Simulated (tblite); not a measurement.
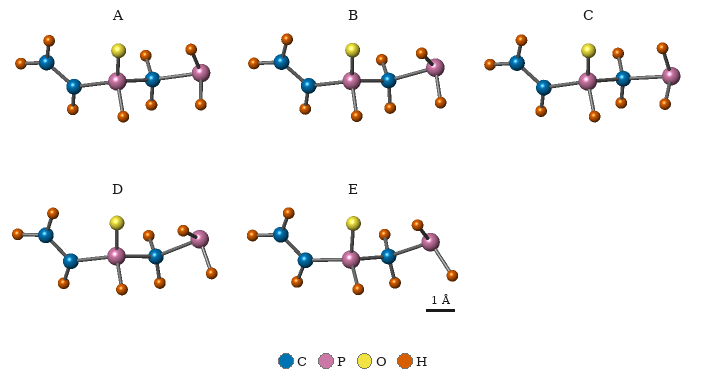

5 geometries from one relaxation of C3H8OP2, in shuffled order. A ball-and-stick model, seen from a free direction.

Method: tblite 0.8.0, GFN2-xTB geometry optimisation, gas phase. 

### Order the frames from highest to lowest energy.

E, D, B, A, C. They are steps 0, 7, 22, 37, 72, at +29.3 kcal/mol, +4.77 kcal/mol, +1.91 kcal/mol, +0.48 kcal/mol relative to the last. The energy falls by 29.3 kcal/mol in 72 geometry steps. The largest move after the best rigid fit is that of an H atom, 0.90 Å. Largest moves by element: H 0.90 Å, P 0.41 Å, O 0.31 Å, C 0.14 Å. Some distances before and after: O–P 1.548 → 1.461 Å, H–P 1.466 → 1.393 Å, C–P 1.795 → 1.835 Å, C–H 1.107 → 1.078 Å. Among the angles between lasting bonds that change: H–P–H 108.4° → 91.6°, C–P–H 109.0° → 94.8°, C–P–H 108.0° → 94.8°. Groups turn about C–P by about 40°.
